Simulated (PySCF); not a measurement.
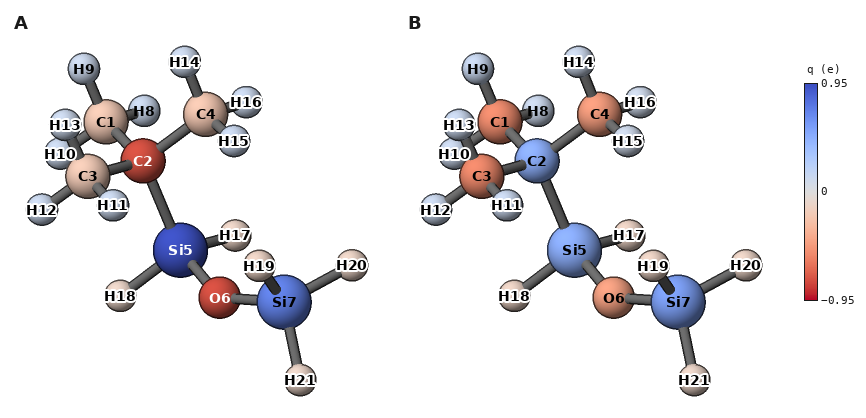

Atomic charges of one calculation by 2 schemes, on one colour scale. The geometry was computed by an optimisation with PBE0-D3(BJ)/def2-SVP. No frequency run is at hand to confirm it as a minimum. Computed with PBE0/pcSseg-1 (PySCF 2.14.0).

### The schemes are ESP-fitted, Mulliken. Which panel shows which?

A Mulliken, B ESP-fitted.

List the charges (e), one line for each set of equivalent atoms.

| atom | Mulliken | ESP-fitted |
| --- | --- | --- |
| C1 | −0.20 | −0.53 |
| C2 | −0.76 | 0.46 |
| C3 | −0.19 | −0.54 |
| C4 | −0.21 | −0.45 |
| Si5 | 0.92 | 0.47 |
| O6 | −0.77 | −0.43 |
| Si7 | 0.70 | 0.55 |
| H8 | 0.12 | 0.11 |
| H9 | 0.12 | 0.13 |
| H10 | 0.12 | 0.12 |
| H11 | 0.12 | 0.13 |
| H12 | 0.12 | 0.13 |
| H13 | 0.11 | 0.13 |
| H14 | 0.11 | 0.11 |
| H15 | 0.13 | 0.10 |
| H16 | 0.12 | 0.10 |
| H17 | −0.11 | −0.13 |
| H18 | −0.11 | −0.12 |
| H19 | −0.12 | −0.12 |
| H20 | −0.11 | −0.12 |
| H21 | −0.11 | −0.11 |
